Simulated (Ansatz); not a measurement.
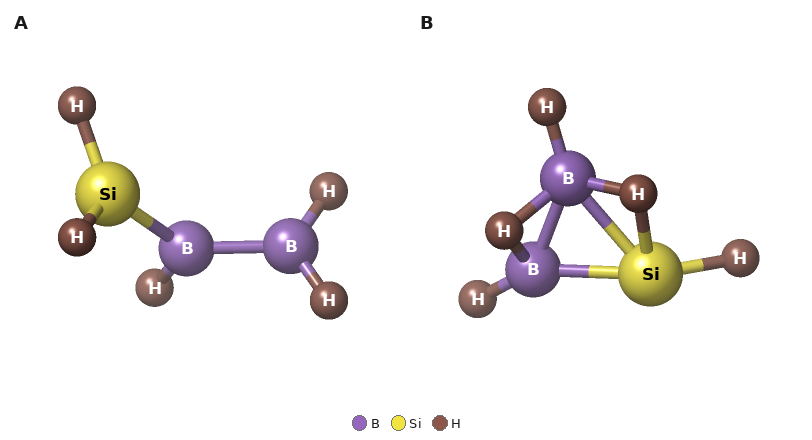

2 stationary structures of one formula. State: charge +1, singlet. Geometries: PBE0-D4/def2-TZVP. Electronic energies: RHF-CCSD(T) (frozen core)/def2-TZVPP (Ansatz 0.2.0), without zero-point energy. No frequency run is at hand to confirm each as a minimum. Each is one conformer, not always the lowest.

Rank them by energy, lowest first.

Answer. B is lowest (C1); A lies 40.5 kJ/mol above it (Cs).

Give E(B) − E(A) in kJ/mol at these levels too: PBE-D4/def2-TZVPP; r2SCAN-D4/def2-TZVPP; B3LYP-D4/def2-TZVPP; PBE0-D4/def2-TZVP; ωB97M-V/def2-TZVPP; RHF-CCSD(T) (frozen core)/def2-TZVPP; PBE0-D4/def2-TZVPP.

```
                               level  E(B) − E(A) (kJ/mol)
                   PBE-D4/def2-TZVPP                 −61.1
                r2SCAN-D4/def2-TZVPP                 −50.5
                 B3LYP-D4/def2-TZVPP                 −14.9
                   PBE0-D4/def2-TZVP                 −51.0
                  ωB97M-V/def2-TZVPP                 −37.0
RHF-CCSD(T) (frozen core)/def2-TZVPP                 −40.5
                  PBE0-D4/def2-TZVPP                 −51.7
```
